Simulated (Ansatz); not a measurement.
**Molecular dynamics of SiNH₆F (part 3 of 3)**

The same run, continued: SiNH₆F; RKS PBE0-D4/def2-SVP (Ansatz 0.2.0). It belongs to a series of runs on one base structure; here: dynamics from the highest image of the converged band.

Geometry of the input (Å):
```
Si 0.0732  -0.0971  0.1086
N  0.1218  -0.1747  1.9878
H  -0.7890  -0.2412  2.4397
H  0.6570  0.5730  2.4271
H  1.3729  0.2611  -0.5179
H  -0.7006  1.2041  -0.0223
H  -0.8656  -1.0701  -0.5092
F  1.0816  -1.7886  0.7423
H  0.7097  -1.1867  1.7432
```

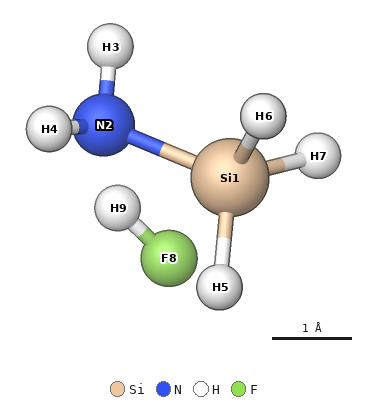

The geometry at step 109 of the log (ball-and-stick view, seen at a tilt; atoms are numbered from 1 in the order of the input).

**Trajectory as extended XYZ, continued**
```
9
Properties=species:S:1:pos:R:3:forces:R:3 step=9 time_fs=4.5 energy=-12168.79296 temperature=52.0
Si    0.0737   -0.1036    0.1049   -0.0406   1.0387   0.5797
N     0.1193   -0.1725    1.9883    0.0154  -0.0446   0.1890
H    -0.8031   -0.1984    2.4256   -0.0176  -0.2487  -0.1338
H     0.6209    0.5637    2.4868    0.1733   0.0214  -0.2937
H     1.3714    0.2521   -0.5252   -0.0106  -0.0870  -0.0819
H    -0.6611    1.2520    0.0378    0.0654  -0.3500  -0.2319
H    -0.8984   -1.0544   -0.4574   -0.1309  -0.1490  -0.1686
F     1.0836   -1.7839    0.7414    0.1076  -0.2098  -0.0013
H     0.7359   -1.2130    1.7044   -0.1619   0.0290   0.1424
9
Properties=species:S:1:pos:R:3:forces:R:3 step=18 time_fs=9.0 energy=-12168.78268 temperature=40.6
Si    0.0739   -0.1038    0.1049   -0.1320   0.5730   0.5571
N     0.1172   -0.1712    1.9907   -0.1361  -0.2691   0.0328
H    -0.8234   -0.1992    2.3932    0.1351  -0.1756  -0.0775
H     0.6148    0.5599    2.4969    0.1471   0.0686  -0.2340
H     1.3679    0.2272   -0.5473   -0.0174  -0.1178  -0.1018
H    -0.6147    1.2448    0.0551   -0.1788   0.0043  -0.3254
H    -0.9469   -1.0585   -0.4320    0.2101   0.1422  -0.0181
F     1.0867   -1.7813    0.7405    0.1027  -0.3177   0.0122
H     0.7335   -1.2321    1.6914   -0.1308   0.0922   0.1549
9
Properties=species:S:1:pos:R:3:forces:R:3 step=27 time_fs=13.5 energy=-12168.80219 temperature=62.1
Si    0.0734   -0.1000    0.1086    0.1208   0.1324   0.2569
N     0.1147   -0.1735    1.9928    0.1435  -0.3775  -0.4631
H    -0.8339   -0.2320    2.3538   -0.0223   0.0707   0.2655
H     0.6326    0.5666    2.4641   -0.0998   0.0027   0.0017
H     1.3602    0.1811   -0.5875   -0.0603  -0.0490  -0.0218
H    -0.5999    1.2369    0.0133   -0.2354   0.2441  -0.1790
H    -0.9622   -1.0422   -0.4132    0.1575   0.0695  -0.0114
F     1.0907   -1.7818    0.7398   -0.0231  -0.2626   0.1104
H     0.7078   -1.2330    1.7060    0.0192   0.1695   0.0407
9
Properties=species:S:1:pos:R:3:forces:R:3 step=36 time_fs=18.0 energy=-12168.80155 temperature=61.5
Si    0.0736   -0.0948    0.1140    0.1254   0.3276  -0.2333
N     0.1132   -0.1805    1.9892   -0.2737  -0.0452  -0.3390
H    -0.8399   -0.2529    2.3588    0.3241   0.1602   0.1567
H     0.6356    0.5749    2.4306   -0.1379  -0.0560   0.1676
H     1.3423    0.1269   -0.6318   -0.0191   0.1006   0.0645
H    -0.6229    1.2628   -0.0601    0.1161  -0.2003   0.1410
H    -0.9526   -1.0166   -0.3985   -0.1738  -0.2126  -0.1020
F     1.0945   -1.7849    0.7402   -0.1272  -0.0885   0.1281
H     0.6857   -1.2050    1.7304    0.1661   0.0142   0.0163
9
Properties=species:S:1:pos:R:3:forces:R:3 step=45 time_fs=22.5 energy=-12168.78537 temperature=43.6
Si    0.0744   -0.0880    0.1177   -0.2985  -0.3195  -0.7681
N     0.1097   -0.1878    1.9807    0.0874   0.5233   0.0010
H    -0.8115   -0.2496    2.4017   -0.1939  -0.0713   0.1003
H     0.6169    0.5743    2.4265    0.0831  -0.0256   0.1243
H     1.3222    0.0912   -0.6645    0.0966   0.1916   0.0996
H    -0.6289    1.2591   -0.1085    0.1749  -0.1639   0.3262
H    -0.9657   -1.0222   -0.3987    0.0386   0.0081   0.0468
F     1.0971   -1.7890    0.7418   -0.1247   0.0806   0.1354
H     0.6929   -1.1762    1.7570    0.1365  -0.2232  -0.0655
9
Properties=species:S:1:pos:R:3:forces:R:3 step=55 time_fs=27.5 energy=-12168.77530 temperature=32.5
Si    0.0732   -0.0832    0.1160   -0.2054  -0.8926  -0.6546
N     0.1060   -0.1883    1.9728    0.2298   0.5026   0.7024
H    -0.7937   -0.2585    2.4534   -0.0142  -0.1442  -0.2584
H     0.6108    0.5661    2.4458    0.0670  -0.1053  -0.1180
H     1.3190    0.0923   -0.6775    0.0674   0.1392   0.1524
H    -0.6052    1.2329   -0.0947   -0.1241   0.3903   0.1941
H    -0.9725   -1.0282   -0.3906    0.1364   0.0936   0.0534
F     1.0986   -1.7926    0.7455   -0.0342   0.0768   0.2402
H     0.7254   -1.1858    1.7666   -0.1226  -0.0603  -0.3115
9
Properties=species:S:1:pos:R:3:forces:R:3 step=64 time_fs=32.0 energy=-12168.81109 temperature=71.9
Si    0.0705   -0.0843    0.1098   -0.1176   0.1910  -0.0361
N     0.1053   -0.1823    1.9740    0.3631  -0.0921   0.2140
H    -0.7838   -0.2934    2.4567   -0.1458   0.0097  -0.1550
H     0.6243    0.5498    2.4509    0.0794   0.1487   0.0240
H     1.3298    0.1215   -0.6594   -0.0040   0.0360   0.1379
H    -0.5995    1.2682   -0.0418   -0.0174   0.0067   0.0049
H    -0.9574   -1.0202   -0.3757   -0.1450  -0.1608  -0.1555
F     1.0996   -1.7952    0.7512    0.0549  -0.1249   0.1720
H     0.7370   -1.2113    1.7190   -0.0677  -0.0143  -0.2062
9
Properties=species:S:1:pos:R:3:forces:R:3 step=73 time_fs=36.5 energy=-12168.80242 temperature=62.4
Si    0.0666   -0.0842    0.1034   -0.5546   1.0534   0.4989
N     0.1095   -0.1767    1.9784    0.1160  -0.1535  -0.1787
H    -0.7960   -0.3233    2.4307    0.1747   0.2578  -0.0960
H     0.6449    0.5509    2.4549   -0.2449  -0.0413  -0.0285
H     1.3419    0.1577   -0.6165    0.0353  -0.0660   0.0194
H    -0.5980    1.3050    0.0112    0.0662  -0.4096  -0.2209
H    -0.9612   -1.0352   -0.3862    0.0431  -0.0009  -0.1181
F     1.1011   -1.7993    0.7583    0.2234  -0.5535  -0.2107
H     0.7382   -1.2418    1.6393    0.1409  -0.0865   0.3347
9
Properties=species:S:1:pos:R:3:forces:R:3 step=82 time_fs=41.0 energy=-12168.81579 temperature=77.2
Si    0.0593   -0.0776    0.1002   -0.3671   0.7030   0.7834
N     0.1164   -0.1737    1.9796    0.0939  -0.4072  -0.7219
H    -0.7985   -0.3110    2.3946   -0.1508   0.2017   0.1745
H     0.6301    0.5564    2.4592   -0.0690   0.2213   0.0857
H     1.3595    0.1818   -0.5689   -0.0001  -0.1271  -0.0446
H    -0.5904    1.2783    0.0231   -0.2258   0.0639  -0.3433
H    -0.9564   -1.0505   -0.4182    0.2539   0.1668   0.0008
F     1.1050   -1.8091    0.7635    0.3602  -0.8655  -0.3403
H     0.7618   -1.2847    1.6170    0.1048   0.0431   0.4057
9
Properties=species:S:1:pos:R:3:forces:R:3 step=91 time_fs=45.5 energy=-12168.87638 temperature=144.2
Si    0.0497   -0.0660    0.1024    0.2567   0.5722   0.8016
N     0.1241   -0.1750    1.9725   -0.3711   0.0663  -0.0025
H    -0.8141   -0.2622    2.3828    0.3051   0.0227  -0.1039
H     0.5938    0.5891    2.4683   -0.0844  -0.1096  -0.2801
H     1.3758    0.1831   -0.5284   -0.0970  -0.0725  -0.0286
H    -0.6227    1.2598   -0.0275   -0.2735   0.2686  -0.2196
H    -0.9114   -1.0418   -0.4536   -0.0118  -0.1122  -0.0573
F     1.1123   -1.8271    0.7660    0.2550  -0.6579   0.2864
H     0.8054   -1.3224    1.6565    0.0210   0.0224  -0.3960
9
Properties=species:S:1:pos:R:3:forces:R:3 step=100 time_fs=50.0 energy=-12168.93389 temperature=207.7
Si    0.0412   -0.0500    0.1099   -0.2370   1.0252   0.3860
N     0.1280   -0.1761    1.9634   -0.2909   0.3823  -0.3397
H    -0.8035   -0.2110    2.3647   -0.3161  -0.2709   0.0819
H     0.5537    0.6173    2.4359    0.3175   0.1635  -0.1482
H     1.3768    0.1717   -0.4941   -0.0073   0.0532  -0.0375
H    -0.6984    1.2776   -0.1176    0.1756  -0.3264   0.0777
H    -0.8637   -1.0500   -0.4971   -0.0286  -0.1371   0.0460
F     1.1225   -1.8523    0.7709    0.4129  -0.7802   0.2944
H     0.8540   -1.3586    1.6332   -0.0262  -0.1096  -0.3606
9
Properties=species:S:1:pos:R:3:forces:R:3 step=109 time_fs=54.5 energy=-12168.98491 temperature=264.2
Si    0.0311   -0.0274    0.1199   -0.6210   0.5470  -0.2114
N     0.1268   -0.1711    1.9506   -0.8159   0.9146  -0.1355
H    -0.8221   -0.2048    2.3529    0.4061  -0.1338  -0.0953
H     0.5586    0.6604    2.3691    0.0113  -0.2147  -0.1033
H     1.3758    0.1695   -0.4663    0.0482   0.1266  -0.0037
H    -0.7480    1.2466   -0.1954    0.1973  -0.1454   0.2173
H    -0.8180   -1.0798   -0.5295    0.1473   0.1040   0.2627
F     1.1373   -1.8863    0.7772    0.8531  -1.5007  -0.7821
H     0.8924   -1.4012    1.5708   -0.2263   0.3024   0.8514
9
Properties=species:S:1:pos:R:3:forces:R:3 step=118 time_fs=59.0 energy=-12169.04813 temperature=334.1
Si    0.0174   -0.0013    0.1287    0.0922  -0.3088  -0.5251
N     0.1170   -0.1551    1.9342    0.0935   0.3574  -0.7109
H    -0.8050   -0.2261    2.3417   -0.3106   0.0184   0.3738
H     0.5741    0.6788    2.2937   -0.0003   0.0546   0.3686
H     1.3806    0.1912   -0.4379   -0.0748   0.1547   0.0942
H    -0.7675    1.1979   -0.2349   -0.1949   0.5484   0.1466
H    -0.7511   -1.0966   -0.5169   -0.0667  -0.0343   0.1493
F     1.1597   -1.9334    0.7792    0.3438  -0.4247   0.8424
H     0.9019   -1.4161    1.6018    0.1180  -0.3658  -0.7389
9
Properties=species:S:1:pos:R:3:forces:R:3 step=127 time_fs=63.5 energy=-12169.14692 temperature=443.0
Si    0.0036    0.0237    0.1340   -0.2527   0.3904  -0.5864
N     0.1058   -0.1332    1.9103   -0.4188   0.3524   0.1335
H    -0.8067   -0.2408    2.3781    0.5163   0.1752  -0.1499
H     0.5842    0.6940    2.2780   -0.1872  -0.2310   0.2739
H     1.3746    0.2417   -0.3943   -0.0122   0.1104   0.0290
H    -0.8118    1.2320   -0.2441    0.0465   0.0671   0.1415
H    -0.6959   -1.1196   -0.4767   -0.2110  -0.1193  -0.0364
F     1.1865   -1.9866    0.7870    0.6749  -1.0622  -0.2706
H     0.9232   -1.4768    1.5455   -0.1557   0.3170   0.4655
9
Properties=species:S:1:pos:R:3:forces:R:3 step=136 time_fs=68.0 energy=-12169.21393 temperature=517.0
Si   -0.0119    0.0510    0.1350   -0.6641   0.5845  -0.8009
N     0.0916   -0.1069    1.8866    0.4391   0.0536   0.3574
H    -0.7592   -0.2338    2.4105   -0.5373  -0.1596   0.0984
H     0.5716    0.6799    2.3155    0.1918   0.0181   0.0823
H     1.3657    0.3129   -0.3456    0.0243   0.0179  -0.0767
H    -0.8490    1.2814   -0.2268    0.2232  -0.3749   0.0886
H    -0.6756   -1.1560   -0.4389   -0.0422   0.2711   0.0061
F     1.2194   -2.0493    0.7942    0.2415  -0.2449   0.5838
H     0.9242   -1.4980    1.5363    0.1237  -0.1658  -0.3390
9
Properties=species:S:1:pos:R:3:forces:R:3 step=145 time_fs=72.5 energy=-12169.24722 temperature=553.8
Si   -0.0314    0.0822    0.1309   -0.0737   0.3941  -0.3730
N     0.0806   -0.0799    1.8698   -0.2069  -0.2169   1.4029
H    -0.7661   -0.2458    2.4337    0.3001  -0.0445  -0.5593
H     0.5854    0.6579    2.3659    0.0951  -0.1327  -0.2598
H     1.3587    0.3867   -0.3110   -0.0861  -0.1194  -0.1430
H    -0.8543    1.2756   -0.1973   -0.2186   0.1536  -0.2255
H    -0.6668   -1.1494   -0.4035   -0.0404   0.1700  -0.1234
F     1.2555   -2.1157    0.8056    0.1724  -0.1516   0.3954
H     0.9385   -1.5314    1.4969    0.0580  -0.0527  -0.1142
9
Properties=species:S:1:pos:R:3:forces:R:3 step=155 time_fs=77.5 energy=-12169.28959 temperature=600.5
Si   -0.0539    0.1204    0.1236    0.0844   0.6687   0.1438
N     0.0690   -0.0535    1.8685    0.3197  -0.7275  -0.1313
H    -0.7681   -0.2793    2.3846   -0.2806  -0.0123   0.1958
H     0.6251    0.6177    2.3780    0.1196   0.2234   0.1236
H     1.3342    0.4432   -0.3055   -0.0472  -0.1427  -0.1980
H    -0.9026    1.2957   -0.2109   -0.1749   0.1207  -0.2176
H    -0.6689   -1.1110   -0.3937   -0.0991  -0.1246  -0.2307
F     1.2983   -2.1925    0.8218   -0.0262   0.1779   0.4260
H     0.9541   -1.5568    1.4496    0.1045  -0.1836  -0.1116
9
Properties=species:S:1:pos:R:3:forces:R:3 step=164 time_fs=82.0 energy=-12169.29407 temperature=605.5
Si   -0.0739    0.1594    0.1177   -0.5168   0.6374   0.0371
N     0.0625   -0.0387    1.8685    0.0843  -0.6021  -0.2614
H    -0.7967   -0.3041    2.3593    0.4466   0.2992   0.0708
H     0.6663    0.5990    2.3925   -0.4271  -0.1752  -0.0578
H     1.3031    0.4662   -0.3396    0.0428  -0.0668  -0.1647
H    -0.9767    1.3336   -0.2643    0.2974  -0.3708   0.0746
H    -0.6860   -1.0899   -0.4261    0.0913   0.1683  -0.0061
F     1.3373   -2.2611    0.8393   -0.0905   0.2830   0.3309
H     0.9768   -1.5937    1.4140    0.0721  -0.1730  -0.0235
9
Properties=species:S:1:pos:R:3:forces:R:3 step=173 time_fs=86.5 energy=-12169.31024 temperature=623.2
Si   -0.0968    0.2025    0.1121   -0.0737  -0.0041   0.0563
N     0.0581   -0.0328    1.8629    0.2349  -0.6279  -1.0263
H    -0.7794   -0.2874    2.3626   -0.2571  -0.0184   0.2992
H     0.6518    0.5706    2.4095    0.1140   0.2839   0.1578
H     1.2760    0.4758   -0.4028   -0.0706  -0.0068   0.0239
H    -1.0061    1.3170   -0.3078    0.0580   0.1035   0.1182
H    -0.6894   -1.0435   -0.4621    0.0771   0.0834   0.0937
F     1.3761   -2.3280    0.8596   -0.0536   0.1907   0.1498
H     1.0018   -1.6419    1.3867   -0.0291  -0.0043   0.1274
9
Properties=species:S:1:pos:R:3:forces:R:3 step=182 time_fs=91.0 energy=-12169.27353 temperature=582.9
Si   -0.1202    0.2457    0.1070    0.3536  -0.3633   0.1037
N     0.0565   -0.0347    1.8467   -0.0252  -0.1784   0.3129
H    -0.7791   -0.2648    2.3997    0.2870   0.0165  -0.4337
H     0.6365    0.5733    2.4349   -0.1099  -0.1139  -0.4863
H     1.2383    0.4849   -0.4623   -0.0301   0.0897   0.1582
H    -1.0259    1.3207   -0.3300   -0.2196   0.5241   0.1007
H    -0.6812   -0.9860   -0.4834   -0.1139  -0.2483   0.0151
F     1.4142   -2.3929    0.8814   -0.2426   0.4998   0.3289
H     1.0225   -1.6924    1.3850    0.1007  -0.2260  -0.0994
9
Properties=species:S:1:pos:R:3:forces:R:3 step=191 time_fs=95.5 energy=-12169.26389 temperature=572.1
Si   -0.1419    0.2866    0.1023   -0.3142  -0.2880  -0.1885
N     0.0555   -0.0401    1.8307    0.3114  -0.1934  -0.5245
H    -0.7611   -0.2479    2.3840   -0.4842  -0.2325   0.0163
H     0.6221    0.5774    2.3943    0.3523   0.2880  -0.0350
H     1.1973    0.5112   -0.4940    0.1420   0.1717   0.1384
H    -1.0729    1.4051   -0.3270    0.2538  -0.1128   0.3335
H    -0.6907   -0.9643   -0.4984   -0.0944   0.0459   0.0838
F     1.4508   -2.4543    0.9054   -0.1302   0.2667   0.1354
H     1.0452   -1.7564    1.3840   -0.0365   0.0544   0.0407
9
Properties=species:S:1:pos:R:3:forces:R:3 step=200 time_fs=100.0 energy=-12169.26496 temperature=573.3
Si   -0.1652    0.3254    0.0965   -0.1811  -0.4687  -0.2142
N     0.0577   -0.0475    1.8104    0.0687   0.0694   0.0074
H    -0.7919   -0.2610    2.3499    0.4591   0.1441  -0.2228
H     0.6480    0.6124    2.3299   -0.3112  -0.2949  -0.0818
H     1.1784    0.5684   -0.4984    0.0259   0.1225   0.1238
H    -1.0809    1.4785   -0.2659    0.2058  -0.1967   0.2316
H    -0.7189   -0.9361   -0.4997   -0.0755   0.2463   0.0210
F     1.4859   -2.5129    0.9308   -0.2651   0.4553   0.2432
H     1.0620   -1.8097    1.3921    0.0734  -0.0774  -0.1083
```

**Results in brief**

- outcome: finished
- mean temperature over the second half: 492 K
- trajectory: 200 steps, 100 fs
- ensemble: nve
- temperature in the input: 100.0 K
- time step: 0.5 fs
- potential energy (last step): −12169.2650 eV
- mean-field energy (last step): −12169.1688 eV
- largest force (length of the vector) (last step): 0.580 eV/Å
- wall time: 6.2 min
- peak memory: 0.13 GiB

**Remarks**

So short a trajectory is not equilibrated.
